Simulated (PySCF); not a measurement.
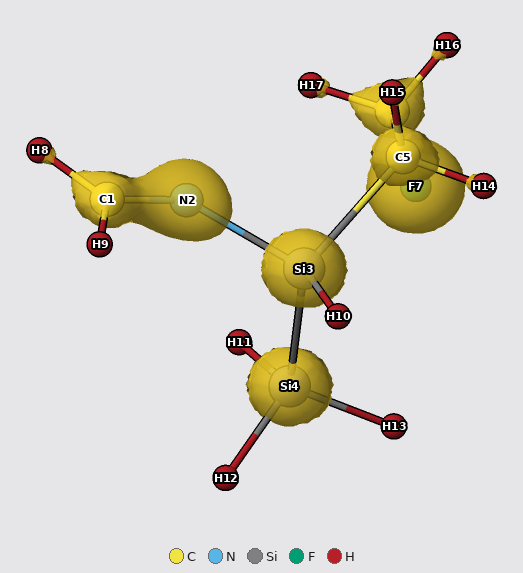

The picture shows: C₃H₁₀FNSi₂. Isosurface of the electron density at 2 e/Å³ (yellow), seen at a tilt.

Geometry: GFN2-xTB.

Computed with PBE0/def2-SVPD, SCF density, gas phase (PySCF 2.14.0).

The calculation's input:

```
{"job": {"kind": "uv", "xc": "PBE0", "basis": "def2-SVPD", "nstates": 8, "ntriplets": 3}, "charge": 0, "multiplicity": 1}
C     -2.153946    -1.678504    -0.868810
N     -1.275960    -0.828229    -0.608957
Si    -0.076627    -0.636023     0.609494
Si     1.947431    -1.064909    -0.425755
C     -0.315852     1.202351     1.087446
C      0.114993     2.140737    -0.019489
F      1.469151     2.014681    -0.258597
H     -2.742235    -1.579126    -1.777954
H     -2.392540    -2.537821    -0.237109
H     -0.306093    -1.388676     1.862814
H      2.067144    -0.499435    -1.768096
H      2.141168    -2.515880    -0.564492
H      3.055122    -0.560147     0.384730
H      0.261166     1.430089     1.983520
H     -1.360056     1.414065     1.313232
H     -0.049789     3.193518     0.238738
H     -0.390074     1.905340    -0.960624
```

Launched as:

```sh
OMP_NUM_THREADS=1 python probes_run.py task.json out
```

Q: Which contacts does the surface bridge?

A: At this value the surface falls into 13 separate pieces. It bridges the sampled C–N (1.25 Å) contacts, where the density stays above the isovalue. It is pinched off along the sampled C–F (1.38 Å), C–C (1.51 Å) and Si–N (1.72 Å) contacts. On the grid the lowest density along these lines, outside the cores, is 2.6 e/Å³ (C–N, 1.25 Å), 1.6 e/Å³ (C–F, 1.38 Å), 1.7 e/Å³ (C–C, 1.51 Å) and 0.9 e/Å³ (Si–N, 1.72 Å).
